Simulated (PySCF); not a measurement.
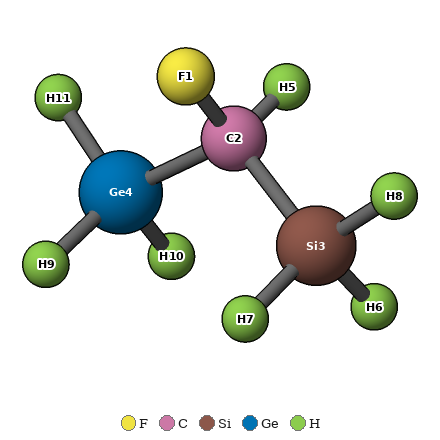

CH₇FGeSi, SMILES F[C@@H]([SiH3])[GeH3], singlet. Vertical core-electron binding energies by ΔSCF (SCAN, pcX-2 on the ionised atom, pcseg-1 elsewhere, spin-free X2C; PySCF, at a PBE0-D3(BJ)/def2-SVP geometry (no frequency check)), gas phase, against the vacuum level. One atom of each kind was ionised; within a panel, areas follow the number of like atoms and 2j + 1 (2p levels are split by first-order spin-orbit coupling, an approximation), each panel is scaled alone, Gaussians of 1.0 eV full width. Only the regions named are shown. Lines closer than the width merge in the curve.

Question: Predict the Si 2p, C 1s and Si 1s photoelectron lines.

Answer:
| level | atoms | binding energy (eV) |
| --- | --- | --- |
| Si 2p1/2 | Si3 | 107.5 |
| Si 2p3/2 | Si3 | 106.9 |
| C 1s | C2 | 292.1 |
| Si 1s | Si3 | 1846.7 |

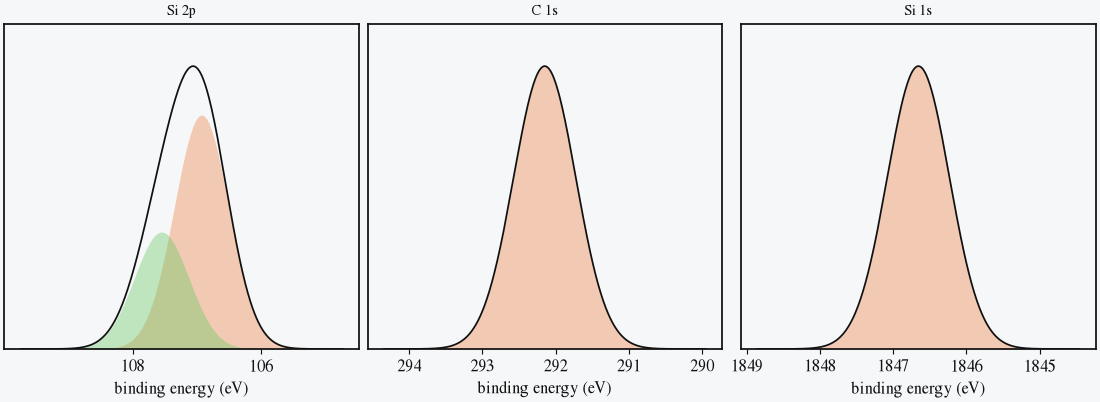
